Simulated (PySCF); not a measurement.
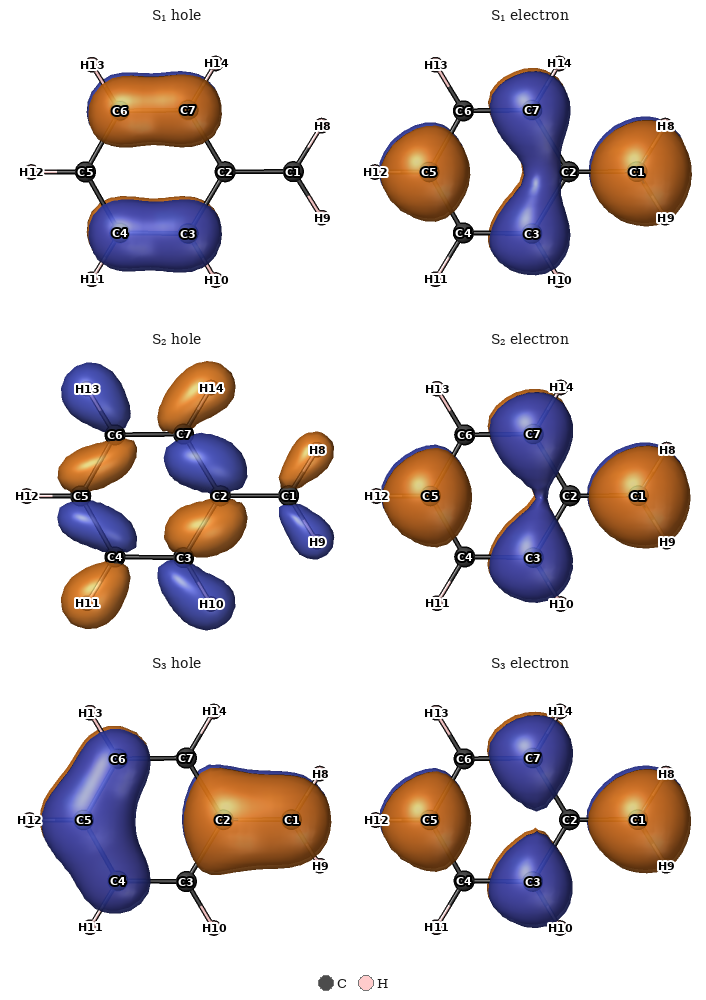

Figure. C₇H₇, charge +1, SMILES `[CH2+]c1ccccc1`. Leading natural transition orbitals (TDA singlet states).

Method: LC-wPBE/6-311G**; geometry: GFN2-xTB; program: PySCF. No frequency check shows the geometry to be a minimum. Without diffuse functions Rydberg states are missing, so the states' numbers hold for this basis only.

Geometry (Å), atoms numbered from 1:

```
C1      -2.3518    0.0001    0.0000
C2      -0.9881   -0.0000    0.0000
C3      -0.2509    1.2359    0.0000
C4       1.1182    1.2216    0.0000
C5       1.8048    0.0000    0.0000
C6       1.1181   -1.2216    0.0000
C7      -0.2510   -1.2358    0.0000
H8      -2.9176   -0.9208    0.0000
H9      -2.9176    0.9210    0.0000
H10     -0.7986    2.1669    0.0000
H11      1.6754    2.1464    0.0000
H12      2.8862   -0.0000    0.0000
H13      1.6752   -2.1465    0.0000
H14     -0.7988   -2.1668    0.0000
```

Describe these excited states.

By state:
- S₁: 3.77 eV (329 nm), f = 0.075, π → π*; the leading pair carries 96 %; hole on C3 and C7 (21 % each) and C4 and C6 (20 % each), electron on C1 (31 %), C5 (18 %) and C3 and C7 (12 % each); their centroids lie 1.0 Å apart.
- S₂: 4.96 eV (250 nm), f = 0.000 (dark), σ → π*; the leading pair carries 98 %; hole on C2 (16 %), C3 and C7 (13 % each) and C4 and C6 (9 % each), electron on C1 (29 %), C5 (18 %) and C3 and C7 (14 % each); their centroids lie 0.5 Å apart.
- S₃: 5.34 eV (232 nm), f = 0.597 (bright), π → π*; the leading pair carries 90 %; hole on C2 (22 %), C1 (20 %) and C5 (19 %), electron on C1 (26 %), C5 (16 %) and C3 and C7 (14 % each); their centroids lie 0.3 Å apart.
